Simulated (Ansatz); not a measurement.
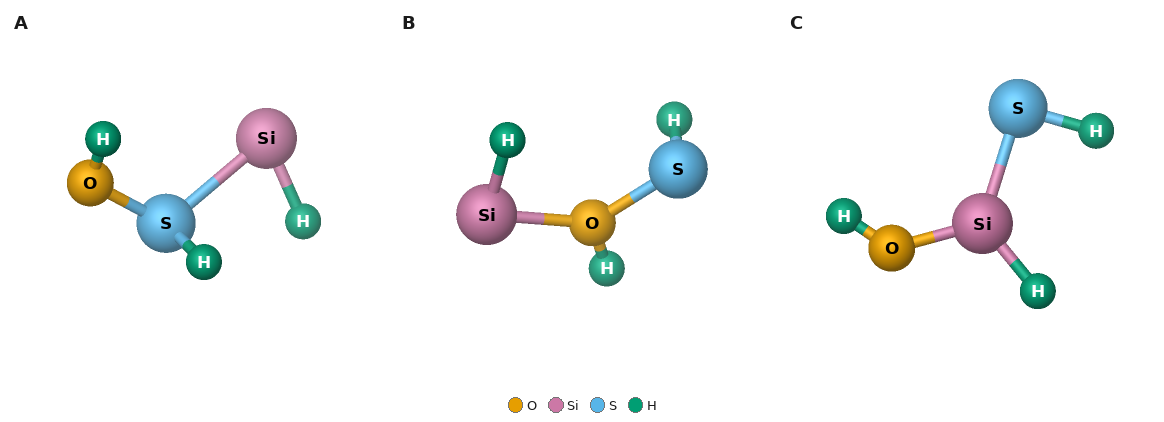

3 stationary structures of one formula. State: charge +1, singlet. Geometries: PBE0-D4/def2-TZVP. Electronic energies: RHF-CCSD(T) (frozen core)/def2-TZVPP (Ansatz 0.2.0), without zero-point energy. No frequency run is at hand to confirm each as a minimum.

Which is lowest in energy, and by how much?

C is lowest (Cs); B lies 81.5 kcal/mol above it (C1), A lies 86.1 kcal/mol above it (C1).
